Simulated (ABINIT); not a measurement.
# CsPbCl3 (Pm-3m): G0W0 in ABINIT against the plane-wave cutoff, part 2 of 2

How does the gap of CsPbCl3 (Pm-3m) converge in the plane-wave cutoff?

ABINIT 10.8.3; PBE and many-body steps on it, plane waves. Known limits of the many-body steps: not at the basis limit; exchange with frozen shells missing; no spin-orbit coupling; coarse k mesh.

So far. Step 5 (Empty states on the mesh, 2×2×2 mesh, 168 bands): On this mesh the gap is 1.934 eV. Step 6 (Screening, 2×2×2 mesh, 154 bands, screening to 130.6 eV): Local fields lower ε∞ by 13 %. On a Γ-centred mesh this coarse the value itself is usually too large, while a short band sum pulls it down.

## (8) Screening, 2×2×2 mesh, 154 bands, screening to 130.6 eV

This step: RPA screening on PBE, plane waves, norm-conserving pseudopotentials.

run.abi

```
acell 3*1.0 Angstrom
rprim 
  5.605000000000 0.000000000000 0.000000000000
  0.000000000000 5.605000000000 0.000000000000
  0.000000000000 0.000000000000 5.605000000000
ntypat 3
znucl 55 82 17
natom 5
typat 1 2 3 3 3
xred 
  0.000000000000 0.000000000000 0.000000000000
  0.500000000000 0.500000000000 0.500000000000
  0.500000000000 0.500000000000 0.000000000000
  0.000000000000 0.500000000000 0.500000000000
  0.500000000000 0.000000000000 0.500000000000
pp_dirpath "pseudos"
pseudos "Cs.upf, Pb.upf, Cl.upf"
ecut 20
ngkpt 2 2 2
nshiftk 1
shiftk 0 0 0
kptopt 1
chksymbreak 0
istwfk *1
occopt 1
irdwfk 1
optdriver 3
nband 154
ecuteps 4.8
inclvkb 2
awtr 1
symchi 1
indata_prefix "in"
outdata_prefix "out"
tmpdata_prefix "tmp"
```

On the command line:

```bash
$ OMP_NUM_THREADS=1 mpirun -n 8 abinit run.abi > log
```

Numbers of over 12 decimals in the logs are rounded to 6 here.

The program printed:

```text
.Version 10.8.3 of ABINIT. v10.8.2 released Aug 2026.

 Symmetries : space group Pm -3 m (#221); Bravais cP (primitive cubic)
[... echo of the input left out ...]
== DATASET  1 ==================================================================
-   mpi_nproc: 8, omp_nthreads: 1 (-1 if OMP is not activated)

--- !DatasetInfo
iteration_state: {dtset: 1, }
dimensions: {natom: 5, nkpt: 4, mband: 154, nsppol: 1, nspinor: 1, nspden: 1, mpw: 5112, }
cutoff_energies: {ecut:  20.0, pawecutdg:  -1.0, }
electrons: {nelect:   4.40000000E+01, charge:   0.00000000E+00, occopt:   1.00000000E+00, tsmear:   1.00000000E-02, }

 SCREENING: Calculation of the susceptibility and dielectric matrices

 Based on a program developped by R.W. Godby, V. Olevano, G. Onida, and L. Reining.
 Incorporated in ABINIT by V. Olevano, G.-M. Rignanese, and M. Torrent.
.Using double precision arithmetic ; gwpc =  8

[... cell and pseudopotentials left out ...]
--------------------------------------------------------------------------------

 ==== K-mesh for the wavefunctions ====
 Number of points in the irreducible wedge :     4
[... list of points left out ...]
 Together with 48 symmetry operations and time-reversal symmetry
 yields     8 points in the full Brillouin Zone.

 ==== Q-mesh for the screening function ====
 Number of points in the irreducible wedge :     4
[... list of points left out ...]
 Together with 48 symmetry operations and time-reversal symmetry
 yields     8 points in the full Brillouin Zone.

 setmesh: FFT mesh size selected  =    32x   32x   32
          total number of points  =        32768

 vcoul_init : cutoff-mode = AUXILIARY_FUNCTION
 q-points for optical limit:   1
     1)      0.000010    0.000020    0.000030

- screening: taking advantage of time-reversal symmetry
- Maximum band index for partially occupied states nbvw = 22
- Remaining bands to be divided among processors   nbcw = 132
- Number of bands treated by each node ~16

 Number of electrons calculated from density =   44.0000; Expected =   44.0000
 average of density, n =  0.037028
 r_s =    1.8612
 omega_plasma =   18.5618 [eV]

 calculating chi0 at frequencies [eV] :
  1    0.000000E+00    0.000000E+00
  2    0.000000E+00    1.856181E+01

--------------------------------------------------------------------------------
  q-point number  1        q = ( 0.000000, 0.000000, 0.000000) [r.l.u.]
--------------------------------------------------------------------------------
[... chi0 elements left out ...]
 For q-point:  0.000010 0.000020 0.000030
  dielectric constant =   7.1719
  dielectric constant without local fields =   8.2808

  Average fulfillment of the sum rule on Im[epsilon] for q-point    1 :     68.42  [%]
[... wings left out ...]
  q-point number  2        q = ( 0.500000, 0.000000, 0.000000) [r.l.u.]
--------------------------------------------------------------------------------
[... chi0 elements left out ...]
  Average fulfillment of the sum rule on Im[epsilon] for q-point    2 :     77.04  [%]

 [... 2 further q-points ...]
```

Elapsed: 9.9 s, on 8 MPI ranks of AMD EPYC 9R45, shared host; peak memory 1.8 GiB.

This step gave:

| Property | Result |
| --- | --- |
| ε∞ with local fields, on this mesh, along the program's q direction | 7.172 |
| the same without local fields | 8.281 |
| plasma frequency | 18.56 eV |
| plane waves in the screening matrix | 619 |

## (9) 20 Ha

The self-energy is evaluated for the states that the input lists, and the levels follow from it, in one-shot runs by the linearised quasiparticle equation.

This step: G0W0 on PBE, plane waves, norm-conserving pseudopotentials.

run.abi: that of step 8 with these lines changed.

```diff
@@ -26,8 +26,17 @@
 irdwfk 1
-optdriver 3
+optdriver 4
 nband 154
+gwcalctyp 0
+ecutsigx 20
+symsigma 1
+nkptgw 2
+kptgw 
+  0.5000000000 0.5000000000 0.5000000000
+  0.0000000000 0.0000000000 0.0000000000
+bdgw 
+  19 25
+  20 25
 ecuteps 4.8
-inclvkb 2
-awtr 1
-symchi 1
+irdscr 1
+ppmodel 1
 indata_prefix "in"
```

The program printed:

```text
.Version 10.8.3 of ABINIT. v10.8.2 released Aug 2026.

 Symmetries : space group Pm -3 m (#221); Bravais cP (primitive cubic)
[... echo of the input left out ...]
== DATASET  1 ==================================================================
-   mpi_nproc: 8, omp_nthreads: 1 (-1 if OMP is not activated)

--- !DatasetInfo
iteration_state: {dtset: 1, }
dimensions: {natom: 5, nkpt: 4, mband: 154, nsppol: 1, nspinor: 1, nspden: 1, mpw: 5112, }
cutoff_energies: {ecut:  20.0, pawecutdg:  -1.0, }
electrons: {nelect:   4.40000000E+01, charge:   0.00000000E+00, occopt:   1.00000000E+00, tsmear:   1.00000000E-02, }

 SIGMA: Calculation of the GW corrections

 Based on a program developped by R.W. Godby, V. Olevano, G. Onida, and L. Reining.
 Incorporated in ABINIT by V. Olevano, G.-M. Rignanese, and M. Torrent.
.Using double precision arithmetic ; gwpc =  8

[... cell and pseudopotentials left out ...]
--------------------------------------------------------------------------------

 ==== K-mesh for the wavefunctions ====
 Number of points in the irreducible wedge :     4
[... list of points left out ...]
 Together with 48 symmetry operations and time-reversal symmetry
 yields     8 points in the full Brillouin Zone.

 ==== Q-mesh for screening function ====
 Number of points in the irreducible wedge :     4
[... list of points left out ...]
 Together with 48 symmetry operations and time-reversal symmetry
 yields     8 points in the full Brillouin Zone.

 vcoul_init : cutoff-mode = AUXILIARY_FUNCTION
 q-points for optical limit:   1
     1)      0.000010    0.000020    0.000030
 setmesh: FFT mesh size selected  =    45x   45x   45
          total number of points  =        91125

 Number of electrons calculated from density =   44.0000; Expected =   44.0000
[...]
number of omega for Sigma on real axis              0
 max omega for Sigma on real axis  [eV]           0.00
 zcut for avoiding poles [eV]                     0.10

 EPSILON^-1 parameters (SCR file):
 dimension of the eps^-1 matrix on file            619
 dimension of the eps^-1 matrix used               619
 number of plane-waves for wavefunctions          5041
 number of bands                                   154
 number of q-points in IBZ                           4
 number of frequencies                               2
 number of real frequencies                          1
 number of imag frequencies                          1

 matrix elements of self-energy operator (all in [eV])

 Perturbative Calculation

--- !SelfEnergy_ee
iteration_state: {dtset: 1, }
kpoint     : [   0.500,    0.500,    0.500, ]
spin       : 1
KS_gap     :    1.933
QP_gap     :    3.080
Delta_QP_KS:    1.147
data: !SigmaeeData |
     Band     E0 <VxcDFT>   SigX SigC(E0)      Z dSigC/dE  Sig(E)    E-E0       E
       19  -0.176 -14.254 -18.502   3.099   0.771  -0.297 -15.140  -0.887  -1.062
       20  -0.176 -14.254 -18.502   3.099   0.771  -0.297 -15.140  -0.887  -1.062
       21  -0.176 -14.254 -18.502   3.099   0.771  -0.297 -15.140  -0.887  -1.062
[...]
--- !SelfEnergy_ee
iteration_state: {dtset: 1, }
kpoint     : [   0.000,    0.000,    0.000, ]
spin       : 1
KS_gap     :    5.873
QP_gap     :    7.104
Delta_QP_KS:    1.231
data: !SigmaeeData |
     Band     E0 <VxcDFT>   SigX SigC(E0)      Z dSigC/dE  Sig(E)    E-E0       E
[...]
24   6.320  -6.632  -2.877  -3.120   0.842  -0.188  -6.097   0.535   6.855
       25   6.320  -6.632  -2.877  -3.120   0.842  -0.188  -6.097   0.535   6.855

== END DATASET(S) ==============================================================
================================================================================

 -outvars: echo values of variables after computation  --------
           etotal      0.0000000000E+00
            nband         154
             nkpt           4
          spgroup         221
 [... the other variables as echoed above ...]

 Calculation completed.
```

Run time: 15 s. Hardware: 8 MPI ranks; peak memory 2.1 GiB.

This step gave:

| Quantity | Value |
| --- | --- |
| G0W0 gap on the points computed | 3.08 eV |
| starting gap on the mesh | 1.933 eV |
| k of the valence top | 0.5, 0.5, 0.5 |
| k of the conduction bottom | 0.5, 0.5, 0.5 |
| Z at the valence top | 0.791 |
| Z at the conduction bottom | 0.82 |
| least direct G0W0 gap on the computed points | 3.08 eV |

The gap on the mesh goes from 1.93 eV to 3.08 eV, a correction of +1.15 eV.

## (10) Screening, 2×2×2 mesh, 154 bands, screening to 130.6 eV

This step: RPA screening on PBE, plane waves, norm-conserving pseudopotentials.

run.abi: that of step 9 with these lines changed.

```diff
@@ -17,3 +17,3 @@
 pseudos "Cs.upf, Pb.upf, Cl.upf"
-ecut 20
+ecut 25
 ngkpt 2 2 2
@@ -26,17 +26,8 @@
 irdwfk 1
-optdriver 4
+optdriver 3
 nband 154
-gwcalctyp 0
-ecutsigx 20
-symsigma 1
-nkptgw 2
-kptgw 
-  0.5000000000 0.5000000000 0.5000000000
-  0.0000000000 0.0000000000 0.0000000000
-bdgw 
-  19 25
-  20 25
 ecuteps 4.8
-irdscr 1
-ppmodel 1
+inclvkb 2
+awtr 1
+symchi 1
 indata_prefix "in"
```

The program printed:

```text
.Version 10.8.3 of ABINIT. v10.8.2 released Aug 2026.

 Symmetries : space group Pm -3 m (#221); Bravais cP (primitive cubic)
[... echo of the input left out ...]
== DATASET  1 ==================================================================
-   mpi_nproc: 8, omp_nthreads: 1 (-1 if OMP is not activated)

--- !DatasetInfo
iteration_state: {dtset: 1, }
dimensions: {natom: 5, nkpt: 4, mband: 154, nsppol: 1, nspinor: 1, nspden: 1, mpw: 7123, }
cutoff_energies: {ecut:  25.0, pawecutdg:  -1.0, }
[...]
--------------------------------------------------------------------------------
[... chi0 elements left out ...]
 For q-point:  0.000010 0.000020 0.000030
  dielectric constant =   7.1682
  dielectric constant without local fields =   8.2765

  Average fulfillment of the sum rule on Im[epsilon] for q-point    1 :     68.25  [%]
[... wings left out ...]
  q-point number  2        q = ( 0.500000, 0.000000, 0.000000) [r.l.u.]
--------------------------------------------------------------------------------
[... chi0 elements left out ...]
  Average fulfillment of the sum rule on Im[epsilon] for q-point    2 :     76.88  [%]

 [... 2 further q-points ...]
```

Elapsed: 9.6 s, on 8 MPI ranks; peak memory 2.2 GiB; 75 s of CPU time.

Numbers from this step:

```yaml
eps_infinity_with_local_fields_on_this_mesh_along_the_program_s_q_direction: 7.168
the_same_without_local_fields: 8.277
plasma_frequency: 18.56 eV
plane_waves_in_the_screening_matrix: 619
```

## (11) 25 Ha

This step: G0W0 on PBE, plane waves, norm-conserving pseudopotentials.

run.abi: that of step 10 with these lines changed.

```diff
@@ -26,8 +26,17 @@
 irdwfk 1
-optdriver 3
+optdriver 4
 nband 154
+gwcalctyp 0
+ecutsigx 25
+symsigma 1
+nkptgw 2
+kptgw 
+  0.5000000000 0.5000000000 0.5000000000
+  0.0000000000 0.0000000000 0.0000000000
+bdgw 
+  19 25
+  20 25
 ecuteps 4.8
-inclvkb 2
-awtr 1
-symchi 1
+irdscr 1
+ppmodel 1
 indata_prefix "in"
```

The program printed:

```text
.Version 10.8.3 of ABINIT. v10.8.2 released Aug 2026.

 Symmetries : space group Pm -3 m (#221); Bravais cP (primitive cubic)
[... echo of the input left out ...]
== DATASET  1 ==================================================================
-   mpi_nproc: 8, omp_nthreads: 1 (-1 if OMP is not activated)

--- !DatasetInfo
iteration_state: {dtset: 1, }
dimensions: {natom: 5, nkpt: 4, mband: 154, nsppol: 1, nspinor: 1, nspden: 1, mpw: 7123, }
cutoff_energies: {ecut:  25.0, pawecutdg:  -1.0, }
[...]
Band     E0 <VxcDFT>   SigX SigC(E0)      Z dSigC/dE  Sig(E)    E-E0       E
[...]
24   6.319  -6.633  -2.877  -3.119   0.842  -0.188  -6.097   0.536   6.855
       25   6.319  -6.633  -2.877  -3.119   0.842  -0.188  -6.097   0.536   6.855

== END DATASET(S) ==============================================================
================================================================================

 -outvars: echo values of variables after computation  --------
           etotal      0.0000000000E+00
            nband         154
             nkpt           4
          spgroup         221
 [... the other variables as echoed above ...]

 Calculation completed.
```

The job ended after 14 s (8 MPI ranks; peak memory 2.4 GiB; 1.8 min of CPU time).

This step gave:

```
G0W0 gap on the points computed              : 3.08 eV
starting gap on the mesh                     : 1.933 eV
k of the valence top                         : 0.5, 0.5, 0.5
k of the conduction bottom                   : 0.5, 0.5, 0.5
least direct G0W0 gap on the computed points : 3.08 eV
```

Against the run before, the gap moves by +0.000 eV.

## (12) Screening, 2×2×2 mesh, 154 bands, screening to 130.6 eV

This step: RPA screening on PBE, plane waves, norm-conserving pseudopotentials.

run.abi: that of step 11 with these lines changed.

```diff
@@ -17,3 +17,3 @@
 pseudos "Cs.upf, Pb.upf, Cl.upf"
-ecut 25
+ecut 31
 ngkpt 2 2 2
@@ -26,17 +26,8 @@
 irdwfk 1
-optdriver 4
+optdriver 3
 nband 154
-gwcalctyp 0
-ecutsigx 25
-symsigma 1
-nkptgw 2
-kptgw 
-  0.5000000000 0.5000000000 0.5000000000
-  0.0000000000 0.0000000000 0.0000000000
-bdgw 
-  19 25
-  20 25
 ecuteps 4.8
-irdscr 1
-ppmodel 1
+inclvkb 2
+awtr 1
+symchi 1
 indata_prefix "in"
```

The program printed:

```text
.Version 10.8.3 of ABINIT. v10.8.2 released Aug 2026.

 Symmetries : space group Pm -3 m (#221); Bravais cP (primitive cubic)
[... echo of the input left out ...]
== DATASET  1 ==================================================================
-   mpi_nproc: 8, omp_nthreads: 1 (-1 if OMP is not activated)

--- !DatasetInfo
iteration_state: {dtset: 1, }
dimensions: {natom: 5, nkpt: 4, mband: 154, nsppol: 1, nspinor: 1, nspden: 1, mpw: 9808, }
cutoff_energies: {ecut:  31.0, pawecutdg:  -1.0, }
[...]
--------------------------------------------------------------------------------
[... chi0 elements left out ...]
 For q-point:  0.000010 0.000020 0.000030
  dielectric constant =   7.1663
  dielectric constant without local fields =   8.2741

  Average fulfillment of the sum rule on Im[epsilon] for q-point    1 :     68.26  [%]
[... wings left out ...]
  q-point number  2        q = ( 0.500000, 0.000000, 0.000000) [r.l.u.]
--------------------------------------------------------------------------------
[... chi0 elements left out ...]
  Average fulfillment of the sum rule on Im[epsilon] for q-point    2 :     76.92  [%]

 [... 2 further q-points ...]
```

Run time: 17 s. Hardware: 8 MPI ranks; peak memory 2.8 GiB; 2.3 min of CPU time.

This step gave:

```
ε∞ with local fields, on this mesh, along the program's q direction : 7.166
the same without local fields                                       : 8.274
plasma frequency                                                    : 18.56 eV
plane waves in the screening matrix                                 : 619
```

## (13) 31 Ha

This step: G0W0 on PBE, plane waves, norm-conserving pseudopotentials.

run.abi: that of step 12 with these lines changed.

```diff
@@ -26,8 +26,17 @@
 irdwfk 1
-optdriver 3
+optdriver 4
 nband 154
+gwcalctyp 0
+ecutsigx 31
+symsigma 1
+nkptgw 2
+kptgw 
+  0.5000000000 0.5000000000 0.5000000000
+  0.0000000000 0.0000000000 0.0000000000
+bdgw 
+  19 25
+  20 25
 ecuteps 4.8
-inclvkb 2
-awtr 1
-symchi 1
+irdscr 1
+ppmodel 1
 indata_prefix "in"
```

The program printed:

```text
.Version 10.8.3 of ABINIT. v10.8.2 released Aug 2026.

 Symmetries : space group Pm -3 m (#221); Bravais cP (primitive cubic)
[... echo of the input left out ...]
== DATASET  1 ==================================================================
-   mpi_nproc: 8, omp_nthreads: 1 (-1 if OMP is not activated)

--- !DatasetInfo
iteration_state: {dtset: 1, }
dimensions: {natom: 5, nkpt: 4, mband: 154, nsppol: 1, nspinor: 1, nspden: 1, mpw: 9808, }
cutoff_energies: {ecut:  31.0, pawecutdg:  -1.0, }
[...]
Band     E0 <VxcDFT>   SigX SigC(E0)      Z dSigC/dE  Sig(E)    E-E0       E
[...]
24   6.319  -6.633  -2.877  -3.120   0.842  -0.188  -6.098   0.535   6.854
       25   6.319  -6.633  -2.877  -3.120   0.842  -0.188  -6.098   0.535   6.854

== END DATASET(S) ==============================================================
================================================================================

 -outvars: echo values of variables after computation  --------
           etotal      0.0000000000E+00
            nband         154
             nkpt           4
          spgroup         221
 [... the other variables as echoed above ...]

 Calculation completed.
```

It took 16 s on 8 MPI ranks; peak memory 2.8 GiB; 2.2 min of CPU time.

This step gave:

```
G0W0 gap on the points computed              : 3.083 eV
starting gap on the mesh                     : 1.934 eV
k of the valence top                         : 0.5, 0.5, 0.5
k of the conduction bottom                   : 0.5, 0.5, 0.5
least direct G0W0 gap on the computed points : 3.083 eV
```

Against the run before, the gap moves by +0.003 eV.

## (14) The runs together

Times are wall times on 8 MPI ranks of AMD EPYC 9R45, shared host, good to a factor of about two. A run's time includes the screening step that it read.

| run | mesh | bands | screening cutoff (eV) | DFT gap (eV) | gap on the mesh (eV) | direct (eV) | ε∞ used | time |
| --- | --- | --- | --- | --- | --- | --- | --- | --- |
| 15 Ha | 2×2×2 | 154 | 130.6 | 1.959 | 3.122 | 3.122 | 7.09 | 23 s |
| 20 Ha | 2×2×2 | 154 | 130.6 | 1.933 | 3.080 | 3.080 | 7.17 | 25 s |
| 25 Ha | 2×2×2 | 154 | 130.6 | 1.933 | 3.080 | 3.080 | 7.17 | 23 s |
| 31 Ha | 2×2×2 | 154 | 130.6 | 1.934 | 3.083 | 3.083 | 7.17 | 34 s |

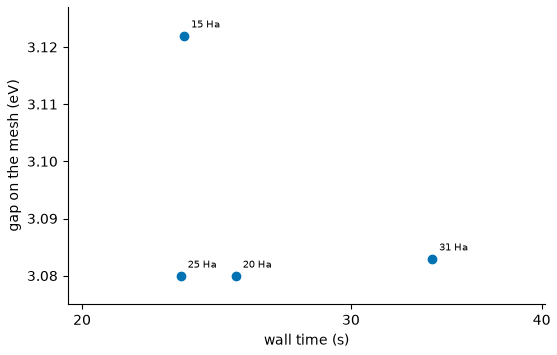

Result against wall time.

## (15) Summary of results

* 15 Ha: 3.122 eV
* 20 Ha: 3.080 eV
* 25 Ha: 3.080 eV
* 31 Ha: 3.083 eV
* known limits: not at the basis limit; exchange with frozen shells missing; no spin-orbit coupling; coarse k mesh

**Reading.** The setting moved: plane-wave cutoff. From 15 Ha to 31 Ha the gap moves by −0.04 eV. It holds to 0.03 eV from 20 Ha on. Bands and screening cutoff are coupled, so a series along one setting does not show full convergence. Bands and cutoff are finite, so the gap is not at the basis limit. The miss can reach some tenths of an eV and take either sign; the mesh is an error of its own. In the G0W0 runs levels were corrected at 2 k points alone, so a gap called «on the mesh» is the least over those, and an edge elsewhere would be missed. The 2×2×2 mesh is coarse for this cell, which bears on the long-range parts of exchange and screening. Where an edge is built on 6p states of lead, bismuth or thallium, scalar-relativistic gaps usually stand too wide, by a few tenths to over one eV. This is the ideal cubic cell; many perovskites, halides above all, are cubic only on average, and local tilts or off-centring can widen the gap. The norm-conserving file of at least one element keeps a d shell over frozen s and p shells of the same row. Exchange with those shells is missing from the self-energy, an error of 0.3 to 0.9 eV in cases checked, whose sign depends on which edge lies on those atoms. The many-body steps are scalar-relativistic: spin-orbit coupling is not in them.

[Paths, hosts, dates, memory and timing lines, banners, echoed tables and standing remarks are left out of the program output.]

[Logs are printed without paths, hosts, clocks, repeated set-up lines and the standing remarks that a program may print on its own settings, such as how far it seeks lower states.]

[Runs of the session that timed out or met a known fault of the program may be left out.]

[Hosts, paths, dates, database ids (printed as entryN), source tags and the programs' standing remarks are cut or masked in the printed files.]

[G0W0 gaps are taken among the corrected bands and points alone; a level outside them can change the order at an edge.]

[Where Ansatz stands beside ABINIT at settings called matched, ABINIT's density can come from a denser mesh and the files from another edition; pairs whose starting gaps differed by over 0.03 eV were left out, so agreement reads better than it is.]
